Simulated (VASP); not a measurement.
# A VASP study of TePt (r2SCAN + rVV10): structure first, properties next

What structure and properties does r2SCAN + rVV10 give TePt, and how near are they to the measured ones? The steps: relaxing cell and atoms (r2SCAN + rVV10), second relaxation, density, ELF and potential (r2SCAN + rVV10), bands along the symmetry lines (r2SCAN + rVV10), total and projected DOS (r2SCAN + rVV10), optical spectrum (r2SCAN + rVV10), volume scan with r2SCAN + rVV10 and fit for r2SCAN + rVV10. The start is a cell from a database of measured crystal structures.

Program: VASP 6.6.1. Level of theory: r2SCAN with rVV10; plane waves and PAW (Te, Pt). Results are calculated unless marked as measured.

**What experiment says.**

For PtTe, ZrCl-type rhombohedral (flux-grown crystal, 200 K), “Electronic and topological properties of the van der Waals layered superconductor PtTe” (2022, arxiv:2203.06655) gives, by single crystal x-ray diffraction: lattice constant a (a, hexagonal setting) 3.9612 ± 0.0004 Å; lattice constant c (c, hexagonal setting) 19.815 ± 0.002 Å.

The database entry behind the starting cell differs from later determinations by our own check (c about 0.8 % long), so it need not match the best structure at ambient conditions.

## (1) The structure

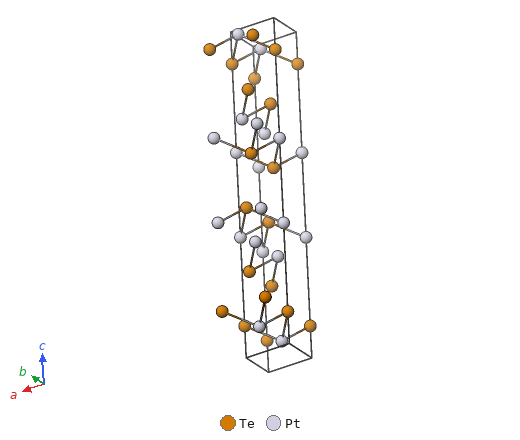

Start, viewed from a free direction; tellurium orange, platinum light grey. 1×2×1 cells are drawn. This picture shows the conventional cell, with its axes. Bonds to atoms that aren't drawn are left out. Some periodic images of atoms are drawn too.

As a file:

```xyz
4
Lattice="-3.9630 0.0000 0.0000 1.9815 -3.4321 0.0000 1.9815 1.1440 6.6600" Properties=species:S:1:pos:R:3 pbc="T T T"
Te    0.0000    0.0000    1.9580
Te    0.0000   -2.2880    4.7020
Pt   -1.9815   -1.1440    0.7326
Pt    1.9815   -1.1440    5.9274
```

## (2) Relaxing cell and atoms (r2SCAN + rVV10)

Properties are meant for the cell that this level of theory prefers, so cell and atoms are relaxed first (ISIF = 3) until forces and stress are small; EDIFFG sets the threshold. r2SCAN adds the kinetic-energy density, costs more than a GGA and is run with LASPH. LUSE_VDW switches on a nonlocal correlation term for dispersion.

INCAR reads:

```
SYSTEM = TePt
PREC = Accurate
ENCUT = 400
EDIFF = 1E-06
NELM = 100
ISMEAR = 0
SIGMA = 0.05
LREAL = .FALSE.
ALGO = Normal
METAGGA = R2SCAN
LUSE_VDW = .TRUE.
IVDW_NL = 2
BPARAM = 11.95
CPARAM = 0.0093
LASPH = .TRUE.
NBANDS = 22
LORBIT = 11
LWAVE = .FALSE.
LCHARG = .FALSE.
KPAR = 4
IBRION = 2
NSW = 60
ISIF = 3
EDIFFG = -0.01
```

POSCAR reads:

```
TePt
1.0
   -3.9630000000      0.0000000000      0.0000000000
    1.9815000000     -3.4320586752      0.0000000000
    1.9815000000      1.1440195584      6.6600000000
Te Pt
2 2
Direct
    0.1960000000      0.0980000000      0.2940000000
    0.8040000000      0.9020000000      0.7060000000
    0.7400000000      0.3700000000      0.1100000000
    0.2600000000      0.6300000000      0.8900000000
```

KPOINTS reads:

```
Automatic mesh
0
Gamma
6 6 6
0 0 0
```

PAW data sets: Te and Pt (PBE family, release 64).

Run with:

```console
$ mpirun -np 4 vasp_std
```

What it wrote:

```text
[banner, memory and clock lines left out]
running    4 mpi-ranks, on    1 nodes
 distrk:  each k-point on    1 cores,    4 groups
 distr:  one band on    1 cores,    1 groups

 POSCAR found type information on POSCAR TePt
 POSCAR found :  2 types and       4 ions
|                                                                             |
|               ----> ADVICE to this user running VASP <----                  |
|                                                                             |
|     You have switched on vdW-DFT.                                           |
|     This routine was written and supplied by Jiri Klimes. We recommend      |
|     that you carefully read and cite the following publications:            |
|       J. Klimes, D.R. Bowler, A. Michelides                                 |
|          J. Phys.: Cond Matt. 22 022201 (2010)                              |
|       J. Klimes, D.R. Bowler, A. Michelides                                 |
|          Phys. Rev. B. 83, 195131 (2011)                                    |
|     and references therein.                                                 |
|                                                                             |

|                                                                             |
|               ----> ADVICE to this user running VASP <----                  |
|                                                                             |
|     You enforced a specific xc type in the INCAR file but a different       |
|     [... a line on the potential file left out ...]
|     I HOPE YOU KNOW WHAT YOU ARE DOING!                                     |
|                                                                             |

 LDA part: xc-table for (None), standard interpolation
 POSCAR, INCAR and KPOINTS ok, starting setup
 FFT: planning ... GRIDC
 FFT: planning ... GRID_SOFT
 FFT: planning ... GRID
 WAVECAR not read
 entering main loop
       N       E                     dE             d eps       ncg     rms          rms(c)
Total rVV10 correction in eV:      0.6906789    43.2549020
Total rVV10 correction in eV:      0.6906789    43.2549020
Total rVV10 correction in eV:      0.6906789    43.2549020
Total rVV10 correction in eV:      0.6906789    43.2549020
DAV:   1     0.633215489300E+01    0.63322E+01   -0.12698E+04  1408   0.108E+03
DAV:   2    -0.156667015827E+03   -0.16300E+03   -0.15220E+03  1702   0.223E+02
DAV:   3    -0.163128028857E+03   -0.64610E+01   -0.63311E+01  1700   0.444E+01
DAV:   4    -0.163211701761E+03   -0.83673E-01   -0.83615E-01  1664   0.569E+00
DAV:   5    -0.163213332583E+03   -0.16308E-02   -0.16307E-02  1738   0.771E-01    0.161E+01
Total rVV10 correction in eV:      0.6678976    43.2549019
Total rVV10 correction in eV:      0.6678976    43.2549019
Total rVV10 correction in eV:      0.6678976    43.2549019
Total rVV10 correction in eV:      0.6678976    43.2549019
DAV:   6    -0.154823295032E+03    0.83900E+01   -0.53142E+00  1576   0.185E+01    0.982E+00
Total rVV10 correction in eV:      0.6711279    43.2549019
Total rVV10 correction in eV:      0.6711279    43.2549019
Total rVV10 correction in eV:      0.6711279    43.2549019
Total rVV10 correction in eV:      0.6711279    43.2549019
DAV:   7    -0.154702449650E+03    0.12085E+00   -0.75942E-01  1462   0.858E+00    0.433E+00
Total rVV10 correction in eV:      0.6692061    43.2549019
Total rVV10 correction in eV:      0.6692061    43.2549019
Total rVV10 correction in eV:      0.6692061    43.2549019
Total rVV10 correction in eV:      0.6692061    43.2549019
DAV:   8    -0.154697793978E+03    0.46557E-02   -0.10554E-01  1534   0.240E+00    0.128E+00
Total rVV10 correction in eV:      0.6688747    43.2549019
Total rVV10 correction in eV:      0.6688747    43.2549019
Total rVV10 correction in eV:      0.6688747    43.2549019
Total rVV10 correction in eV:      0.6688747    43.2549019
DAV:   9    -0.154690247893E+03    0.75461E-02   -0.33245E-02  1566   0.161E+00    0.287E-01
Total rVV10 correction in eV:      0.6692683    43.2549019
Total rVV10 correction in eV:      0.6692683    43.2549019
Total rVV10 correction in eV:      0.6692683    43.2549019
Total rVV10 correction in eV:      0.6692683    43.2549019
DAV:  10    -0.154691194428E+03   -0.94653E-03   -0.47813E-03  1654   0.382E-01    0.286E-01
Total rVV10 correction in eV:      0.6693102    43.2549019
Total rVV10 correction in eV:      0.6693102    43.2549019
Total rVV10 correction in eV:      0.6693102    43.2549019
Total rVV10 correction in eV:      0.6693102    43.2549019
DAV:  11    -0.154691291210E+03   -0.96782E-04   -0.12438E-04  1660   0.850E-02    0.116E-01
Total rVV10 correction in eV:      0.6694262    43.2549019
Total rVV10 correction in eV:      0.6694262    43.2549019
Total rVV10 correction in eV:      0.6694262    43.2549019
Total rVV10 correction in eV:      0.6694262    43.2549019
DAV:  12    -0.154691195883E+03    0.95326E-04   -0.22785E-04  1540   0.134E-01    0.318E-02
Total rVV10 correction in eV:      0.6694638    43.2549019
Total rVV10 correction in eV:      0.6694638    43.2549019
Total rVV10 correction in eV:      0.6694638    43.2549019
Total rVV10 correction in eV:      0.6694638    43.2549019
DAV:  13    -0.154691201974E+03   -0.60908E-05   -0.19962E-05  1630   0.263E-02    0.239E-02
Total rVV10 correction in eV:      0.6694868    43.2549019
Total rVV10 correction in eV:      0.6694868    43.2549019
Total rVV10 correction in eV:      0.6694868    43.2549019
Total rVV10 correction in eV:      0.6694868    43.2549019
DAV:  14    -0.154691203206E+03   -0.12320E-05   -0.90678E-07  1052   0.528E-03    0.512E-03
Total rVV10 correction in eV:      0.6695031    43.2549019
Total rVV10 correction in eV:      0.6695031    43.2549019
Total rVV10 correction in eV:      0.6695031    43.2549019
Total rVV10 correction in eV:      0.6695031    43.2549019
DAV:  15    -0.154691202790E+03    0.41586E-06   -0.34768E-07   818   0.407E-03
Total rVV10 correction in eV:      0.6694987    43.2549019
Total rVV10 correction in eV:      0.6694987    43.2549019
Total rVV10 correction in eV:      0.6694987    43.2549019
Total rVV10 correction in eV:      0.6694987    43.2549019
Total rVV10 correction in eV:      0.6694993    43.2549019
Total rVV10 correction in eV:      0.6694993    43.2549019
Total rVV10 correction in eV:      0.6694993    43.2549019
Total rVV10 correction in eV:      0.6694993    43.2549019
   1 F= -.15469120E+03 E0= -.15468903E+03  d E =-.154691E+03
 curvature:   0.00 expect dE= 0.000E+00 dE for cont linesearch  0.000E+00
 trial: gam= 0.00000 g(F)=  0.444E-03 g(S)=  0.291E-01 ort = 0.000E+00 (trialstep = 0.100E+01)
 search vector abs. value=  0.296E-01
 bond charge predicted
       N       E                     dE             d eps       ncg     rms          rms(c)
Total rVV10 correction in eV:      0.6697981    43.2549019
Total rVV10 correction in eV:      0.6697981    43.2549019
Total rVV10 correction in eV:      0.6697981    43.2549019
Total rVV10 correction in eV:      0.6697981    43.2549019
DAV:   1    -0.154937193764E+03   -0.24599E+00   -0.47784E+00  1492   0.173E+01    0.337E+00
Total rVV10 correction in eV:      0.6825356    43.2549017
Total rVV10 correction in eV:      0.6825356    43.2549017
Total rVV10 correction in eV:      0.6825356    43.2549017
Total rVV10 correction in eV:      0.6825356    43.2549017
DAV:   2    -0.154708033065E+03    0.22916E+00   -0.97696E-01  1468   0.935E+00    0.198E+00
Total rVV10 correction in eV:      0.6838837    43.2549017
Total rVV10 correction in eV:      0.6838837    43.2549017
Total rVV10 correction in eV:      0.6838837    43.2549017
Total rVV10 correction in eV:      0.6838837    43.2549017
DAV:   3    -0.154683497662E+03    0.24535E-01   -0.74970E-02  1456   0.237E+00    0.861E-01
Total rVV10 correction in eV:      0.6864529    43.2549017
Total rVV10 correction in eV:      0.6864529    43.2549017
Total rVV10 correction in eV:      0.6864529    43.2549017
Total rVV10 correction in eV:      0.6864529    43.2549017
DAV:   4    -0.154679857817E+03    0.36398E-02   -0.13766E-02  1516   0.550E-01    0.438E-01
Total rVV10 correction in eV:      0.6884000    43.2549017
Total rVV10 correction in eV:      0.6884000    43.2549017
Total rVV10 correction in eV:      0.6884000    43.2549017
Total rVV10 correction in eV:      0.6884000    43.2549017
DAV:   5    -0.154679059690E+03    0.79813E-03   -0.34852E-03  1530   0.382E-01    0.233E-01
Total rVV10 correction in eV:      0.6886230    43.2549017
Total rVV10 correction in eV:      0.6886230    43.2549017
Total rVV10 correction in eV:      0.6886230    43.2549017
Total rVV10 correction in eV:      0.6886230    43.2549017
DAV:   6    -0.154679068196E+03   -0.85056E-05   -0.57494E-04  1694   0.185E-01    0.686E-02
Total rVV10 correction in eV:      0.6887257    43.2549017
Total rVV10 correction in eV:      0.6887257    43.2549017
Total rVV10 correction in eV:      0.6887257    43.2549017
Total rVV10 correction in eV:      0.6887257    43.2549017
DAV:   7    -0.154679064982E+03    0.32137E-05   -0.57215E-05  1570   0.598E-02    0.386E-02
Total rVV10 correction in eV:      0.6887209    43.2549017
Total rVV10 correction in eV:      0.6887209    43.2549017
Total rVV10 correction in eV:      0.6887209    43.2549017
Total rVV10 correction in eV:      0.6887209    43.2549017
DAV:   8    -0.154679066320E+03   -0.13384E-05   -0.55169E-06  1588   0.157E-02    0.136E-02
Total rVV10 correction in eV:      0.6887441    43.2549017
Total rVV10 correction in eV:      0.6887441    43.2549017
Total rVV10 correction in eV:      0.6887441    43.2549017
Total rVV10 correction in eV:      0.6887441    43.2549017
DAV:   9    -0.154679067322E+03   -0.10016E-05   -0.68359E-07   806   0.646E-03    0.239E-03
Total rVV10 correction in eV:      0.6887411    43.2549017
Total rVV10 correction in eV:      0.6887411    43.2549017
Total rVV10 correction in eV:      0.6887411    43.2549017
Total rVV10 correction in eV:      0.6887411    43.2549017
DAV:  10    -0.154679067305E+03    0.16716E-07   -0.10772E-07   746   0.213E-03
Total rVV10 correction in eV:      0.6887373    43.2549017
Total rVV10 correction in eV:      0.6887373    43.2549017
Total rVV10 correction in eV:      0.6887373    43.2549017
Total rVV10 correction in eV:      0.6887373    43.2549017
Total rVV10 correction in eV:      0.6887406    43.2549017
Total rVV10 correction in eV:      0.6887406    43.2549017
Total rVV10 correction in eV:      0.6887406    43.2549017
Total rVV10 correction in eV:      0.6887406    43.2549017
   2 F= -.15467907E+03 E0= -.15467667E+03  d E =0.121355E-01
[... from here on, the cycles between the ionic steps are left out ...]
   3 F= -.15469626E+03 E0= -.15469403E+03  d E =-.505696E-02
   4 F= -.15469717E+03 E0= -.15469488E+03  d E =-.909688E-03
   5 F= -.15469806E+03 E0= -.15469565E+03  d E =-.179985E-02
   6 F= -.15469716E+03 E0= -.15469446E+03  d E =-.898119E-03
   7 F= -.15469816E+03 E0= -.15469568E+03  d E =-.190254E-02
   8 F= -.15469855E+03 E0= -.15469606E+03  d E =-.392596E-03
   9 F= -.15469858E+03 E0= -.15469608E+03  d E =-.422524E-03
  10 F= -.15469855E+03 E0= -.15469602E+03  d E =0.363468E-04
  11 F= -.15469861E+03 E0= -.15469610E+03  d E =-.278877E-04
  12 F= -.15469861E+03 E0= -.15469610E+03  d E =-.277278E-04
 curvature:  -0.33 expect dE=-0.148E-04 dE for cont linesearch -0.933E-08
 trial: gam= 0.51034 g(F)=  0.438E-05 g(S)=  0.410E-04 ort =-0.180E-05 (trialstep = 0.127E+01)
 search vector abs. value=  0.731E-04
 bond charge predicted
       N       E                     dE             d eps       ncg     rms          rms(c)
Total rVV10 correction in eV:      0.6819552    43.2549019
Total rVV10 correction in eV:      0.6819552    43.2549019
Total rVV10 correction in eV:      0.6819552    43.2549019
Total rVV10 correction in eV:      0.6819552    43.2549019
DAV:   1    -0.154698721579E+03   -0.10877E-03   -0.61649E-03  1426   0.515E-01    0.533E-02
Total rVV10 correction in eV:      0.6821021    43.2549019
Total rVV10 correction in eV:      0.6821021    43.2549019
Total rVV10 correction in eV:      0.6821021    43.2549019
Total rVV10 correction in eV:      0.6821021    43.2549019
DAV:   2    -0.154698654178E+03    0.67401E-04   -0.16242E-04  1564   0.888E-02    0.232E-02
Total rVV10 correction in eV:      0.6821513    43.2549019
Total rVV10 correction in eV:      0.6821513    43.2549019
Total rVV10 correction in eV:      0.6821513    43.2549019
Total rVV10 correction in eV:      0.6821513    43.2549019
DAV:   3    -0.154698643916E+03    0.10262E-04   -0.28650E-05  1558   0.345E-02    0.120E-02
Total rVV10 correction in eV:      0.6821641    43.2549019
Total rVV10 correction in eV:      0.6821641    43.2549019
Total rVV10 correction in eV:      0.6821641    43.2549019
Total rVV10 correction in eV:      0.6821641    43.2549019
DAV:   4    -0.154698643552E+03    0.36370E-06   -0.66957E-06  1528   0.172E-02
Total rVV10 correction in eV:      0.6821492    43.2549019
Total rVV10 correction in eV:      0.6821492    43.2549019
Total rVV10 correction in eV:      0.6821492    43.2549019
Total rVV10 correction in eV:      0.6821492    43.2549019
Total rVV10 correction in eV:      0.6821616    43.2549019
Total rVV10 correction in eV:      0.6821616    43.2549019
Total rVV10 correction in eV:      0.6821616    43.2549019
Total rVV10 correction in eV:      0.6821616    43.2549019
  13 F= -.15469864E+03 E0= -.15469610E+03  d E =-.310156E-04
 trial-energy change:   -0.000031  1 .order   -0.000037   -0.000056   -0.000018
 step:   1.8790(harm=  1.8790)  dis= 0.00174  next Energy=  -154.698654 (dE=-0.418E-04)
 reached required accuracy - stopping structural energy minimisation
```

Run time: 15 min. Hardware: 4 MPI ranks of Intel Xeon Platinum 8375C at 2.90GHz (Ice Lake), shared host; peak memory 1.5 GiB; 60 min of CPU time.

Lines that name or quote the potential files are left out of all logs, and their timing lines are given in words.

[end of part 1 of 6]

[Lines on the potential files, build, host, timing and source positions are cut from VASP's logs without a mark.]

[Logs are printed without paths, hosts, clocks, repeated set-up lines and the standing remarks that a program may print on its own settings, such as how far it seeks lower states.]

[Hosts, paths, dates, database ids (printed as entryN), source tags and the programs' standing remarks are cut or masked in the printed files.]

[A measured line is paired with the nearest computed mode of its activity, which favours agreement.]
